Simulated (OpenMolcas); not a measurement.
# Os⁴⁺ among point charges: CASSCF and CASPT2 levels and susceptibility

How does a field of 6 point charges split the states of Os⁴⁺, and what χT follows?

Method: state-averaged CASSCF and CASPT2, spin-orbit coupling by RASSI with atomic mean-field integrals. Code: OpenMolcas 26.06.

### Step 1. The atom as given

| Item | Value |
| --- | --- |
| Species | Os⁴⁺ (osmium, Z = 76, 72 electrons) |
| Basis | ANO-RCC-VDZP [7s6p4d2f1g], 68 functions |
| Scalar Hamiltonian | DKH2, point nucleus |
| Inactive shells | 1s 2s 2p 3s 3p 3d 4s 4p 4d 4f 5s 5p |
| Active space | 4 electrons in 5 orbitals (5d) |
| Some configurations of this space | 5d4 |
| Orbitals | optimised for each spin and parity, averaged over all roots |

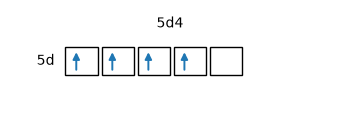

Outer shells as boxes.

The ion sits among 6 point charges of -1.5 e arranged as a trigonal antiprism (D3d), 1.83 Å from the ion, with a polar angle of 52.6° against the regular 54.74°.

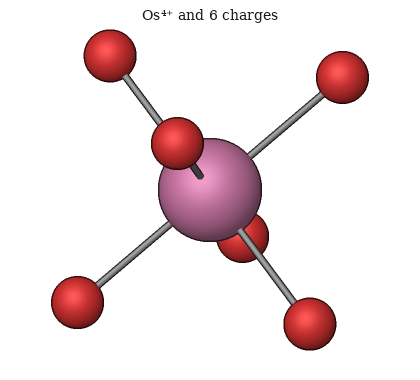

The ion and the point charges (red).

The work runs as a chain of OpenMolcas steps in one folder; each step below is one input file. Labels, J, g values, rates, χT and fits are worked out afterwards by a script from the matrices that RASSI stores. The input lists half of the charges; inversion (Group=XYZ) makes the rest.

### Step 2. Basis and integrals

Contents of a.inp:

```
&GATEWAY
Coord
1

Os 0.0 0.0 0.0
Basis=ANO-RCC-VDZP
Group=XYZ
NoMove
AngMom=0.0 0.0 0.0
AMFI
XField
3 Angstrom 0
0.000000 1.452734 1.112863 -1.500000
1.258105 -0.726367 1.112863 -1.500000
1.258105 0.726367 -1.112863 -1.500000
&SEWARD
```

The run is started by

```console
> OMP_NUM_THREADS=1 MOLCAS_MEM=1689 MOLCAS_PROJECT=a pymolcas a.inp > a.log
```

Output:

```text
Basis set label: OS.ANO-RCC...7S6P4D2F1G.

      Electronic valence basis set:
      ------------------
      Associated Effective Charge  76.000000 au
      Associated Actual Charge     76.000000 au
      Nuclear Model: Point charge

      Shell  nPrim  nBasis  Cartesian Spherical Contaminant
         s      24       7        X
         p      21       6        X
         d      15       4                 X
         f      11       2                 X
         g       4       1                 X
                  Relativistic Douglas-Kroll-Hess integrals:
                    - DKH order of Hamiltonian: 2
                    - DKH order of Properties : 0
                  Atomic mean-field integrals
```

### Step 3. CASSCF: quintets of even parity, 5 roots

Contents of a.inp:

```
&RASSCF
FileOrb=start.orb
Symmetry=1
Spin=5
nActEl=4 0 0
Inactive=15 19
Ras2=5 0
CIRoot=5 5 1
SDav=5
CIMx=300
Iter=120 100
PrWF=0.3
OrbListing=Nothing
MaxOrb=0
>>> COPY $Project.JobIph JOB001
```

The run is started by

```console
> OMP_NUM_THREADS=1 MOLCAS_MEM=1689 MOLCAS_PROJECT=a pymolcas a.inp > a.log
```

start.orb holds the contracted functions of the basis, ordered by shell, or the orbitals of the step before.

Output, shortened:

```text
[...]
      Number of active orbitals                  5
[...]
      Spin quantum number                      2.0
[...]
      Active orbitals                            5   0
[...]
      Number of CSFs                             5
      Number of root(s) required                 5
[...]
      Convergence after 10 iterations
[...]
      Natural orbitals and occupation numbers for root  1
      sym 1:   1.000000   0.000000   1.000000   1.000000   1.000000
      Natural orbitals and occupation numbers for root  2
      sym 1:  -0.000000   1.000000   1.000000   1.000000   1.000000
      Natural orbitals and occupation numbers for root  3
      sym 1:   1.000000   1.000000  -0.000000   1.000000   1.000000
::    RASSCF root number  1 Total energy: -17244.73632154
::    RASSCF root number  2 Total energy: -17244.73632148
::    RASSCF root number  3 Total energy: -17244.68366133
::    RASSCF root number  4 Total energy: -17244.67230908
::    RASSCF root number  5 Total energy: -17244.67230904
```

### Step 4. CASSCF: triplets of even parity, 45 roots

Contents of a.inp:

```
&RASSCF
FileOrb=start.orb
Symmetry=1
Spin=3
nActEl=4 0 0
Inactive=15 19
Ras2=5 0
CIRoot=45 45 1
SDav=45
CIMx=300
Iter=120 100
PrWF=0.3
OrbListing=Nothing
MaxOrb=0
>>> COPY $Project.JobIph JOB002
```

Output, shortened:

```text
[...]
      Number of active orbitals                  5
[...]
      Spin quantum number                      1.0
[...]
      Active orbitals                            5   0
[...]
      Number of CSFs                            45
      Number of root(s) required                45
[...]
      Convergence after  7 iterations
[...]
      Natural orbitals and occupation numbers for root  1
      sym 1:   0.041453   1.002093   0.997378   1.939790   0.019287
      Natural orbitals and occupation numbers for root  2
      sym 1:   0.017303   1.939765   0.990272   0.043549   1.009112
      Natural orbitals and occupation numbers for root  3
      sym 1:   0.030372   0.999441   1.940374   0.999441   0.030372
::    RASSCF root number  1 Total energy: -17244.70555160
::    RASSCF root number  2 Total energy: -17244.70555157
::    RASSCF root number  3 Total energy: -17244.70008559
[...]
::    RASSCF root number 27 Total energy: -17244.57601883
::    RASSCF root number 28 Total energy: -17244.56809499
::    RASSCF root number 29 Total energy: -17244.56809499
::    RASSCF root number 30 Total energy: -17244.56599464
```

### Step 5. CASSCF: singlets of even parity, 50 roots

Contents of a.inp:

```
&RASSCF
FileOrb=start.orb
Symmetry=1
Spin=1
nActEl=4 0 0
Inactive=15 19
Ras2=5 0
CIRoot=50 50 1
SDav=50
CIMx=300
Iter=120 100
PrWF=0.3
OrbListing=Nothing
MaxOrb=0
>>> COPY $Project.JobIph JOB003
```

The run is started by

```console
> OMP_NUM_THREADS=1 MOLCAS_MEM=1689 MOLCAS_PROJECT=a pymolcas a.inp > a.log
```

Output, shortened:

```text
[...]
      Number of active orbitals                  5
[...]
      Spin quantum number                      0.0
[...]
      Active orbitals                            5   0
[...]
      Number of CSFs                            50
      Number of root(s) required                50
[...]
      Convergence after  7 iterations
[...]
      Natural orbitals and occupation numbers for root  1
      sym 1:   0.043992   1.648030   0.043992   0.615951   1.648035
      Natural orbitals and occupation numbers for root  2
      sym 1:   0.684665   1.732210   0.061131   0.047034   1.474961
      Natural orbitals and occupation numbers for root  3
      sym 1:   0.072952   1.910281   0.019853   0.966409   1.030505
::    RASSCF root number  1 Total energy: -17244.66490124
::    RASSCF root number  2 Total energy: -17244.65993660
::    RASSCF root number  3 Total energy: -17244.65993660
[...]
::    RASSCF root number 27 Total energy: -17244.53407171
::    RASSCF root number 28 Total energy: -17244.52759872
::    RASSCF root number 29 Total energy: -17244.51180202
::    RASSCF root number 30 Total energy: -17244.51180200
```

### Step 6. RASSI: spin-orbit coupling between the states

Contents of a.inp:

```
&RASSI
NrOfJobIphs=3 5 45 50
1 2 3 4 5
1 2 3 4 5 6 7 8 9 10 11 12 13 14 15 16 17 18 19 20 21 22 23 24 25 26 27
28 29 30 31 32 33 34 35 36 37 38 39 40 41 42 43 44 45
1 2 3 4 5 6 7 8 9 10 11 12 13 14 15 16 17 18 19 20 21 22 23 24 25 26 27
28 29 30 31 32 33 34 35 36 37 38 39 40 41 42 43 44 45 46 47 48 49 50
IphNames
JOB001
JOB002
JOB003
EJob
SpinOrbit
DIPRint=1.0
SOCoupling=1000.0
Subsets=2
Property=9
'ANGMOM' 1 'ANGMOM' 2 'ANGMOM' 3 'MLTPL  1' 1 'MLTPL  1' 2 'MLTPL  1' 3
'AMFI' 1 'AMFI' 2 'AMFI' 3
SOProperty=3
'ANGMOM' 1 'ANGMOM' 2 'ANGMOM' 3
```

The run is started by

```console
> OMP_NUM_THREADS=1 MOLCAS_MEM=1689 MOLCAS_PROJECT=a pymolcas a.inp > a.log
```

Output, shortened:

```text
SPIN-FREE ENERGIES:
  (Shifted by EMIN (a.u.) =     -17244.7363215350)
 SF State       Relative EMIN(au)   Rel lowest level(eV)    D:o, cm**(-1)      L_eff
     1             0.0000000000        0.0000000000              0.0000         2.0
     2             0.0000000506        0.0000013776              0.0111         2.0
     6             0.0307699336        0.8372925474           6753.2198         3.9
     7             0.0307699624        0.8372933329           6753.2262         3.9
     8             0.0362359425        0.9860302275           7952.8701         3.9
     3             0.0526602071        1.4329572341          11557.5795         2.0
     4             0.0640124573        1.7418677004          14049.1105         2.0
     5             0.0640124998        1.7418688569          14049.1198         2.0
    51             0.0714202966        1.9434452752          15674.9433         4.6
    52             0.0763849349        2.0785399675          16764.5554         4.8
[...]
Eigenvalues of complex Hamiltonian:
   -----------------------------------
  (Shifted by EMIN (a.u.) =     -17244.7363215350)
 SO State       Relative EMIN(au)   Rel lowest level(eV)    D:o, cm**(-1)     J-value
     1            -0.0515943937        0.0000000000              0.0000         1.5
     2            -0.0315998297        0.5440798052           4388.2996         1.8
     3            -0.0315998170        0.5440801499           4388.3024         1.8
     4            -0.0295513881        0.5998207400           4837.8805         1.9
     5            -0.0181267857        0.9107000095           7345.2909         2.1
     6            -0.0181267845        0.9107000398           7345.2912         2.1
     7            -0.0136491796        1.0325418788           8328.0119         2.3
     8            -0.0136491519        1.0325426318           8328.0180         2.3
     9            -0.0130000786        1.0502048164           8470.4731         2.1
    10            -0.0077650656        1.1926567774           9619.4256         2.4
    11             0.0132518334        1.7645557323          14232.1018         3.2
[...]
```

Time for these steps: 29 s (1 thread, shared host).

States without spin-orbit coupling:

```csv
state,degeneracy,E (cm-1),free-ion L (%)
5E,2,0,D (100)
3E,2,6753,H (43)
3A2,1,7953,H (44)
5A1,1,11558,D (100)
5E,2,14049,D (100)
1A1,1,15675,G (54)
1E,2,16765,G (48)
1E,2,17549,I (66)
3A2,1,17567,H (43)
3E,2,18027,H (84)
3E,2,18603,H (45)
3E,2,19535,H (39)
3A1,1,19625,F (40)
3A1,1,21316,G (76)
3A2,1,21463,F (97)
1A1,1,23467,G (41)
3E,2,24415,G (51)
1E,2,26858,I (57)
1A2,1,26875,I (87)
1A1,1,27501,I (67)
3E,2,28298,H (45)
1A2,1,28349,I (51)
1E,2,29501,G (46)
3A2,1,29755,G (44)
```

With spin-orbit coupling:

```
E (cm-1)  Degeneracy  Label  2S+1               g
     0.0           1     A1     5                
    4388           2      E     5  0.00 0.00 2.87
    4838           1     A2     5                
    7345           2      E     5  0.00 0.00 0.81
    8328           2      E     5  0.00 0.00 0.67
    8470           1     A1     5                
    9619           1     A2     5                
   14232           1     A1     3                
   14413           2      E     3  0.00 0.00 0.24
   14999           1     A1     3                
   15381           2      E     3  0.00 0.00 0.65
   15800           1     A2     3                
   16827           2      E     3  0.00 0.00 0.47
   18749           1     A1     5                
   18889           2      E     5  0.00 0.00 0.20
   19747           2      E     5  0.00 0.00 2.84
   19883           1     A2     5                
   20545           2      E     5  0.00 0.00 1.01
   20681           1     A1     5                
   21034           1     A1     3                
   21290           2      E     3  0.00 0.00 2.38
   21490           1     A2     5                
   21765           2      E     5  0.00 0.00 0.61
   24916           1     A1     3
```

The table of states holds 24 of 67 computed; the rest, higher up, is left out. Principal g values are given for doublets only; a zero marks a field direction without first-order Zeeman splitting.

Powder χT (cm³ K/mol): 0.00 at 2 K, 0.00 at 5 K, 0.00 at 10 K, 0.01 at 20 K, 0.02 at 50 K, 0.04 at 100 K, 0.05 at 150 K, 0.07 at 200 K, 0.09 at 250 K, 0.11 at 300 K.

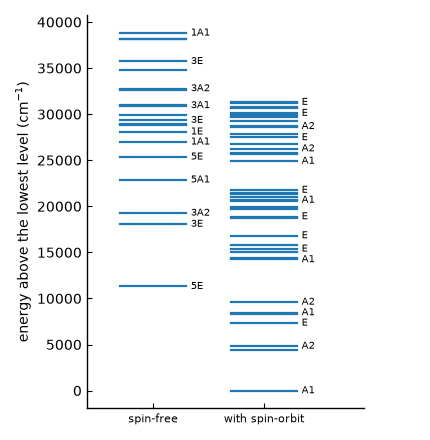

The states in the field without (left) and with (right) spin-orbit coupling.

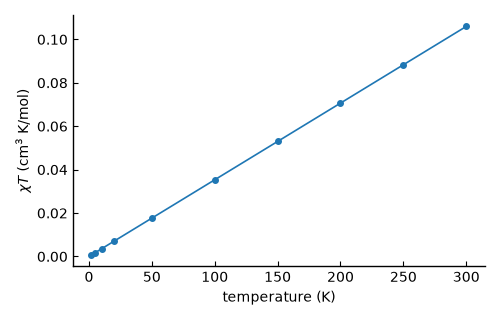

χT against temperature.

### Step 7. CASPT2: IPEA 0.25, imaginary shift 0.1 (closed shells correlated: 5s 5p)

Contents of a.inp:

```
>>> COPY JOB001 $Project.JobIph
&CASPT2
Multistate=5 1 2 3 4 5
NoMult
Frozen=14 16
IPEA=0.25
Imaginary=0.1
MaxIter=60
WThr=0.0 0.3 0.05
PrWF=0.5
NoMix
>>> COPY JOB002 $Project.JobIph
&CASPT2
Multistate=45 1 2 3 4 5 6 7 8 9 10 11 12 13 14 15 16 17 18 19 20 21 22
23 24 25 26 27 28 29 30 31 32 33 34 35 36 37 38 39 40 41 42 43 44 45
NoMult
Frozen=14 16
IPEA=0.25
Imaginary=0.1
MaxIter=60
WThr=0.0 0.3 0.05
PrWF=0.5
NoMix
>>> COPY JOB003 $Project.JobIph
&CASPT2
Multistate=50 1 2 3 4 5 6 7 8 9 10 11 12 13 14 15 16 17 18 19 20 21 22
23 24 25 26 27 28 29 30 31 32 33 34 35 36 37 38 39 40 41 42 43 44 45 46
47 48 49 50
NoMult
Frozen=14 16
IPEA=0.25
Imaginary=0.1
MaxIter=60
WThr=0.0 0.3 0.05
PrWF=0.5
NoMix
```

Output, shortened:

```text
[...]
      Active orbitals                            5   0
[...]
      E2 (Variational):          -0.1890454388
      Total energy:          -17244.9253669738
[...]
::    CASPT2 Root  1     Total energy: -17244.92536697
::    CASPT2 Root  2     Total energy: -17244.92528826
[...]
::    CASPT2 Root 27     Total energy: -17244.73945722
::    CASPT2 Root 28     Total energy: -17244.73250579
::    CASPT2 Root 29     Total energy: -17244.71519479
::    CASPT2 Root 30     Total energy: -17244.71513858
```

This run: 12 s of run time, 1 thread, shared host.

SS-CASPT2: lowest energy less the reference's lowest, -0.1890 hartree; reference weights 0.952 to 0.969.

Spin-free states, with their symmetry labels:

```csv
state,degeneracy,E (cm-1),free-ion L (%)
5E,2,0,D (100)
3E,2,5723,H (43)
3A2,1,7016,H (44)
5A1,1,12063,D (100)
1A1,1,14000,G (54)
5E,2,14379,D (100)
1E,2,15154,G (48)
1E,2,15973,I (66)
3A2,1,16371,H (43)
3E,2,17246,H (84)
3E,2,17385,H (45)
3A1,1,18177,F (40)
3E,2,18244,H (39)
3A2,1,19482,F (97)
3A1,1,19732,G (76)
1A1,1,20967,G (41)
3E,2,22321,G (51)
1E,2,25275,I (57)
1A2,1,25699,I (87)
1A1,1,26108,I (67)
1A2,1,26567,I (51)
3E,2,27093,H (45)
1E,2,27743,G (46)
3A2,1,28591,G (44)
```

With spin-orbit coupling:

```json
{"E (cm-1)": "0", "Degeneracy": "1", "Label": "A1", "2S+1": "3", "g": ""}
{"E (cm-1)": "4740", "Degeneracy": "2", "Label": "E", "2S+1": "5", "g": "0.00 0.00 2.76"}
{"E (cm-1)": "5100", "Degeneracy": "1", "Label": "A2", "2S+1": "5", "g": ""}
{"E (cm-1)": "7760", "Degeneracy": "2", "Label": "E", "2S+1": "5", "g": "0.00 0.00 0.87"}
{"E (cm-1)": "8780", "Degeneracy": "2", "Label": "E", "2S+1": "5", "g": "0.00 0.00 0.58"}
{"E (cm-1)": "8840", "Degeneracy": "1", "Label": "A1", "2S+1": "5", "g": ""}
{"E (cm-1)": "10120", "Degeneracy": "1", "Label": "A2", "2S+1": "5", "g": ""}
{"E (cm-1)": "13840", "Degeneracy": "1", "Label": "A1", "2S+1": "3", "g": ""}
{"E (cm-1)": "13940", "Degeneracy": "2", "Label": "E", "2S+1": "3", "g": "0.00 0.00 0.87"}
{"E (cm-1)": "14950", "Degeneracy": "1", "Label": "A1", "2S+1": "3", "g": ""}
{"E (cm-1)": "15030", "Degeneracy": "2", "Label": "E", "2S+1": "3", "g": "0.00 0.00 0.17"}
{"E (cm-1)": "15630", "Degeneracy": "1", "Label": "A2", "2S+1": "3", "g": ""}
{"E (cm-1)": "16590", "Degeneracy": "2", "Label": "E", "2S+1": "3", "g": "0.00 0.00 0.49"}
{"E (cm-1)": "18880", "Degeneracy": "1", "Label": "A1", "2S+1": "5", "g": ""}
{"E (cm-1)": "19090", "Degeneracy": "2", "Label": "E", "2S+1": "5", "g": "0.00 0.00 0.36"}
{"E (cm-1)": "20050", "Degeneracy": "2", "Label": "E", "2S+1": "5", "g": "0.00 0.00 2.62"}
{"E (cm-1)": "20070", "Degeneracy": "1", "Label": "A2", "2S+1": "5", "g": ""}
{"E (cm-1)": "20560", "Degeneracy": "2", "Label": "E", "2S+1": "3", "g": "0.00 0.00 2.49"}
{"E (cm-1)": "20750", "Degeneracy": "1", "Label": "A1", "2S+1": "3", "g": ""}
{"E (cm-1)": "21250", "Degeneracy": "1", "Label": "A1", "2S+1": "5", "g": ""}
{"E (cm-1)": "21300", "Degeneracy": "2", "Label": "E", "2S+1": "5", "g": "0.00 0.00 0.25"}
{"E (cm-1)": "21690", "Degeneracy": "1", "Label": "A2", "2S+1": "5", "g": ""}
{"E (cm-1)": "21960", "Degeneracy": "2", "Label": "E", "2S+1": "5", "g": "0.00 0.00 0.84"}
{"E (cm-1)": "24710", "Degeneracy": "1", "Label": "A1", "2S+1": "3", "g": ""}
```

Powder χT (cm³ K/mol): 0.00 at 2 K, 0.00 at 5 K, 0.00 at 10 K, 0.01 at 20 K, 0.02 at 50 K, 0.03 at 100 K, 0.05 at 150 K, 0.07 at 200 K, 0.08 at 250 K, 0.10 at 300 K.

### Step 8. The methods side by side

A. CASSCF
B. SS-CASPT2, IPEA 0.25, imaginary shift 0.1 (closed shells correlated: 5s 5p)

```csv
method,ground state,first state of that spin (cm-1),first gap with spin-orbit (cm-1),χT at 300 K
A,5E,5A1 11560,4388.3,0.11
B,5E,5A1 12060,4735.6,0.10
```

### Step 9. Summary of results

```
                                            quantity                                                                        value
                                              method  SS-CASPT2, IPEA 0.25, imaginary shift 0.1 (closed shells correlated: 5s 5p)
                              spin-free ground state                                               5E, 2-fold in its orbital part
first state of the same spin within the active space                                                            5A1 at 12100 cm⁻¹
                                        lowest level                                                                    1-fold A1
                                          next level                                                                  4735.6 cm⁻¹
                                         χT at 300 K                                                               0.10 cm³ K/mol
                           effective moment at 300 K                                                                      0.89 μB
```

Cost by method:

```csv
method,time of its own steps,time with the reference
A. CASSCF,29 s,29 s
"B. SS-CASPT2, IPEA 0.25, imaginary shift 0.1, +5s 5p",12 s,41 s
```

Times are of one thread on a shared host.

In words: The spin-free ground state (5E) comes to 100 % from free-ion D terms and keeps the highest spin of the shell. χT at 300 K is 0.10, against 3.01 cm³ K/mol for the spin alone, so spin-orbit coupling lowers it. An active space of the d shell alone favours high spin; real ions in strong fields can be low spin. CASPT2 does not keep the components of a term degenerate, and the means are used. The field of point charges can differ much from that of real complexes. With metal d orbitals alone active, the gaps between spin states are rough; where two lie within a few thousand cm-1, their order is open. This is an electrostatic model: the charges have no orbitals.
